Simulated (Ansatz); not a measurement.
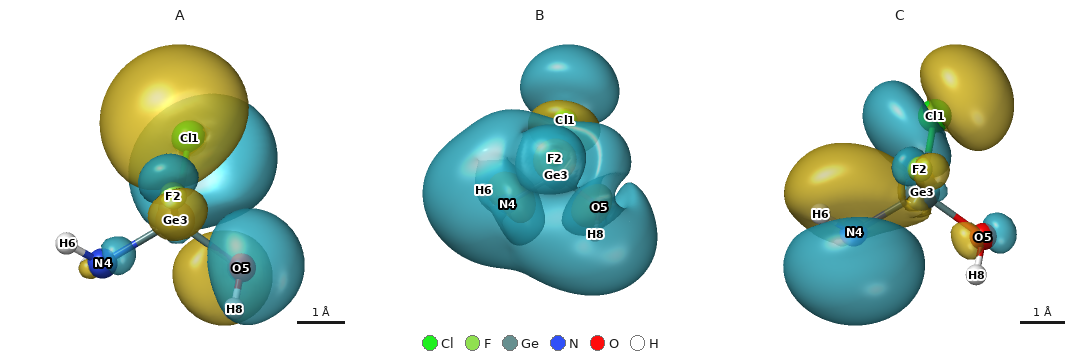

The picture shows: ClFGeH$_{3}$NO. Three frontier orbitals at ±0.04 Å⁻³ᐟ² (yellow and cyan are the two phases), in no order.

Geometry: B3LYP/6-31G*.

Method: Ansatz 0.2.0, isolated molecule in a Gaussian basis; Kohn-Sham density functional theory, functional PBE0.

```yaml
atoms:
  - { symbol: Cl, position_ang: [-0.8281, -1.5071, -2.0598] }
  - { symbol: F, position_ang: [-3.0066, -0.9801, 0.1488] }
  - { symbol: Ge, position_ang: [-2.0594, -0.0848, -0.9984] }
  - { symbol: N, position_ang: [-1.1988, 1.1888, -0.0105] }
  - { symbol: O, position_ang: [-3.0980, 0.6362, -2.2358] }
  - { symbol: H, position_ang: [-0.9218, 0.8297, 0.9007] }
  - { symbol: H, position_ang: [-0.3793, 1.5652, -0.4815] }
  - { symbol: H, position_ang: [-3.5520, 1.4065, -1.8527] }
```

### Which picture is the HOMO−1, the HOMO and the LUMO?

A is the HOMO−1 (−9.53 eV). Its weight (Hirshfeld) is mainly on Cl1 (about 75 %) and O5 (about 15 %); largely a lone pair of Cl1. C is the HOMO (−8.69 eV). It lies mainly on N4 (about 65 %), Cl1 (about 20 %) and Ge3 (about 10 %). B is the LUMO (−1.15 eV). By Hirshfeld shares it lies mainly on Ge3 (about 30 %), Cl1 (about 20 %), N4 (about 10 %), O5 (about 10 %), H8 (about 10 %) and F2 (about 5 %).

### What is the HOMO–LUMO gap?

7.54 eV between the orbital energies.
